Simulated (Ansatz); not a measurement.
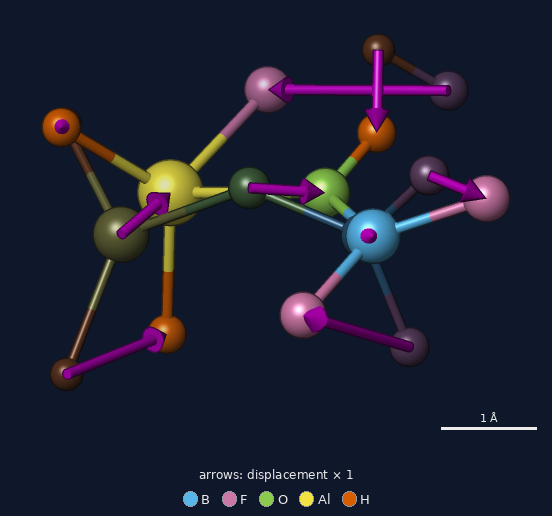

A relaxation of AlBH$_{3}$OF$_{3}$. The starting structure is drawn faded, the final one solid; purple arrows show the displacements, at their true length. The two geometries are superimposed by the best rigid fit.

Style: ball-and-stick. Shown at a tilt.

The run prepares an end point of a later path (reaction) calculation, from a guessed geometry.

Level of theory: RKS BLYP-D4/def2-SVP (Ansatz 0.2.0).

Input
```yaml
crystal:
  periodic: [false, false, false]
  atoms:
    - { symbol: B, position_ang: [-0.094518, -0.239996, -0.401992] }
    - { symbol: F, position_ang: [0.113066, -0.383519, 2.108942] }
    - { symbol: F, position_ang: [0.965792, 0.56475, -0.500644] }
    - { symbol: F, position_ang: [-1.315372, 0.303316, -0.495102] }
    - { symbol: O, position_ang: [0.079729, -1.607953, -0.293461] }
    - { symbol: Al, position_ang: [-0.867015, -3.067425, -0.372902] }
    - { symbol: H, position_ang: [-0.428202, -4.174859, 0.676306] }
    - { symbol: H, position_ang: [-1.977597, -3.210353, -1.498127] }
    - { symbol: H, position_ang: [0.692819, -1.020661, 1.745081] }
basis:
  gaussian: { orbitals: def2-SVP }
hamiltonian:
  xc: blyp
  dispersion: d4
relax:
  f_tol: 0.03
  max_steps: 50
```

Run as
```bash
ansatz run input.yaml --threads 2 --pin off --max-ram 3072MiB --backend cpu --events-out ev --progress --plain --runs-dir out
```

Describe the change and its energy.

Over 40 accepted moves (46 points after the start) the energy falls by 1.098 eV. Largest force component: 0.88 eV/Å at the start, 0.012 eV/Å at the end. The line search rejected the trial steps at points 2, 22, 35, 40, 42, 45 of the run. The largest move after the best rigid fit is that of F2, 2.20 Å. By element the largest moves are F 2.20 Å, H 1.74 Å, Al 0.92 Å, O 0.85 Å, B 0.48 Å. Some distances before and after: F2–Al6 3.785 → 1.724 Å, O5–H9 2.208 → 0.988 Å, F2–H9 0.935 → 2.043 Å, O5–Al6 1.741 → 2.082 Å. New bonds form, among them: F2–Al6 (3.78 → 1.72 Å), O5–H9 (2.21 → 0.99 Å). Bonds break, among them: F2–H9 (0.94 → 2.04 Å). Among the angles between lasting bonds that change: O5–Al6–H8 119.2° → 103.8°, O5–Al6–H7 113.8° → 103.3°, B1–O5–Al6 139.2° → 146.0°. Cost: 95 s on 2 threads of Intel(R) Xeon(R) Platinum 8259CL CPU @ 2.50GHz (Skylake/Cascade Lake), with other jobs on the host, peak memory 0.16 GiB.

Limits of the set-up: the start holds two separate molecules, 2.2 Å apart at their closest, whose relative position is a soft coordinate.
